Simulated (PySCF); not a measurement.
# C4H9Cl3OSi2 (SMILES CO[SiH2]/C=C(/[SiH2]Cl)C(Cl)Cl): what the fields show

| atom | x (Å) | y (Å) | z (Å) |
| --- | --- | --- | --- |
| C | -2.6014 | -0.0680 | 1.2117 |
| O | -2.2266 | -0.8261 | 0.0977 |
| Si | -1.5635 | -0.3688 | -1.3093 |
| C | 0.1098 | 0.4993 | -1.0814 |
| C | 1.1338 | 0.1182 | -0.3146 |
| Si | 2.7672 | 1.0758 | -0.1689 |
| Cl | 2.3748 | 2.9884 | -0.6678 |
| C | 1.0596 | -1.1319 | 0.4873 |
| Cl | 0.8773 | -0.7186 | 2.2153 |
| Cl | 2.5519 | -2.0736 | 0.2868 |
| H | -2.9606 | -0.7559 | 1.9778 |
| H | -3.3991 | 0.6313 | 0.9522 |
| H | -1.7517 | 0.4951 | 1.6044 |
| H | -2.4075 | 0.5808 | -2.0379 |
| H | -1.4407 | -1.6791 | -1.9324 |
| H | 0.2456 | 1.4270 | -1.6246 |
| H | 3.2693 | 1.0498 | 1.1989 |
| H | 3.7308 | 0.5433 | -1.1279 |
| H | 0.2211 | -1.7779 | 0.2253 |

Geometry: GFN2-xTB.

Computed with PySCF, PBE0/pcSseg-1, SCF density, gas phase, non-relativistic.

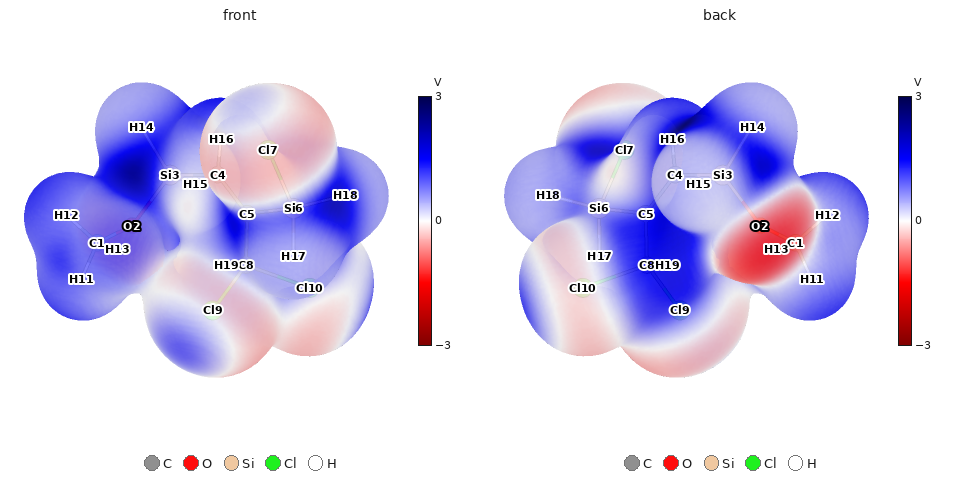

Figure 1. The electrostatic potential painted on the density surface at 0.004 e/bohr³, seen from the front and from behind; red is negative and blue positive.

**Which sites attract a positive test charge, and which a negative one?**

A positive charge is drawn to the negative regions and a negative charge to the positive ones. The most negative region (about −1.2 V) lies over O2, the most positive (about +2.3 V) over Si3. Cl9 shows a σ-hole: about +1.0 V at the tip opposite its bond, against about 0.0 V on its flanks. Cl10 shows a σ-hole: about +1.1 V at the tip opposite its bond, against about +0.1 V on its flanks. O2 is the likeliest acceptor of a hydrogen bond.

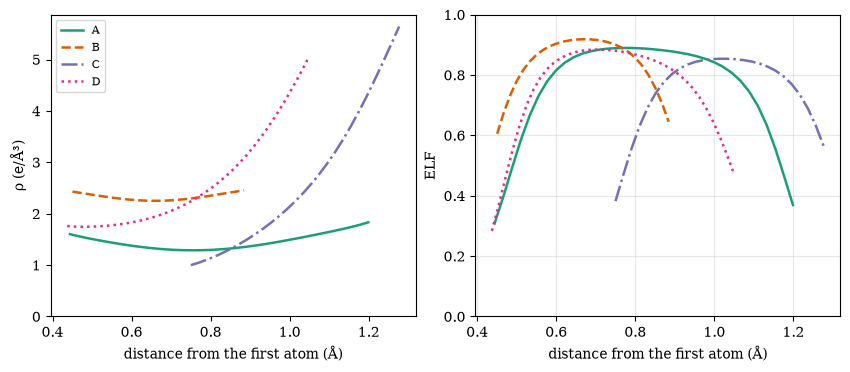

Figure 2. Total electron density and ELF along straight lines between neighbouring atoms. The curves leave out the atomic cores.

**Which curve belongs to which contact (C–C, C–Cl, C–O and Si–O)? The first atom named is at distance zero.**

Curve A: C–Cl (1.78 Å): the density is about 1.4 e/Å³ at the midpoint; the ELF peaks at about 0.90 between the atoms; localised, covalent bonding. Curve B: C–C (1.33 Å): ρ is about 2.3 e/Å³ halfway; the ELF peaks at about 0.90 between the atoms: a multiple bond. Curve C: Si–O (1.62 Å): ρ at the midpoint is about 1.2 e/Å³; the ELF peaks at about 0.85 between the atoms: a short, strongly polar bond. Curve D: C–O (1.40 Å): the density is about 2.1 e/Å³ at the midpoint, with its minimum of 1.7 e/Å³ about 0.5 Å from C; the ELF peaks at about 0.90 between the atoms, as expected for a polar covalent bond.
